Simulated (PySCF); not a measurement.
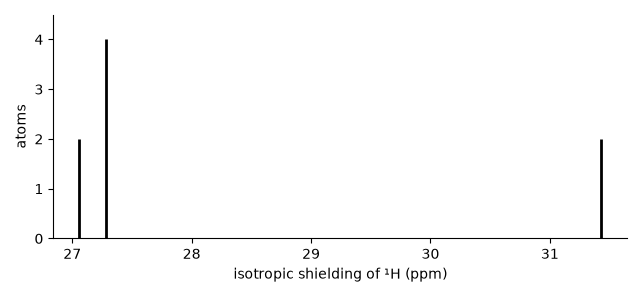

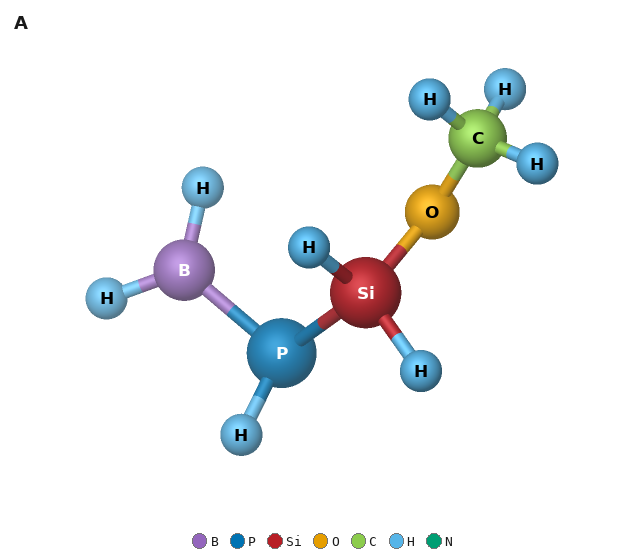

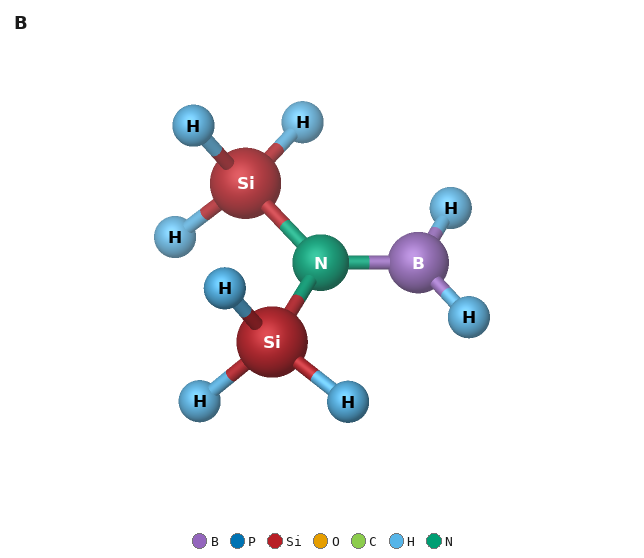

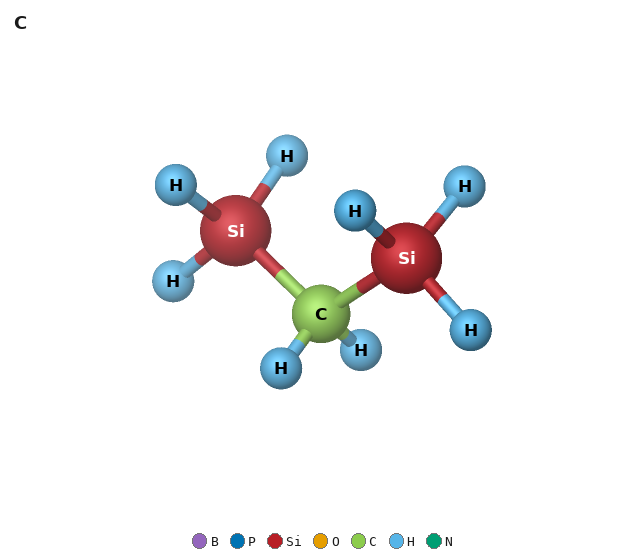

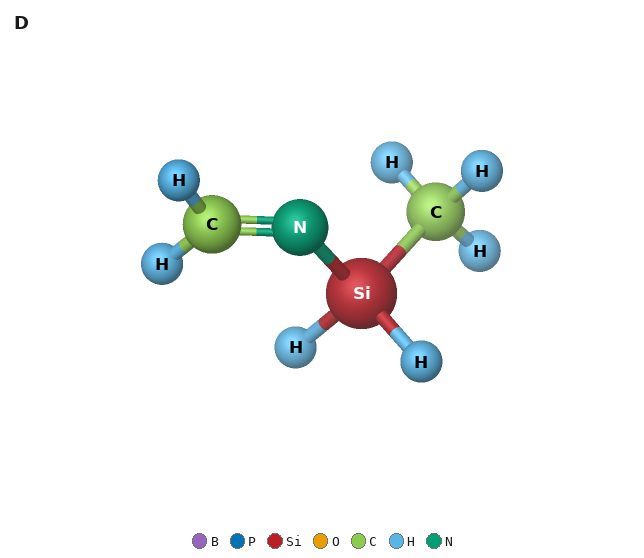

The sticks are computed shieldings of one of the molecules, for one fixed geometry (PBE0-D3(BJ)/def2-SVP) without averaging over rotations. Low shielding means a high chemical shift. Method: GIAO PBE0/IGLO-III NMR shielding, non-relativistic, gas phase (PySCF 2.14.0).

### Which molecule gives this pattern?

C, `[SiH3]C[SiH3]`. Its 8 H atoms give lines at 27.06 (2 atoms), 27.28 (4 atoms), 31.43 (2 atoms) ppm.
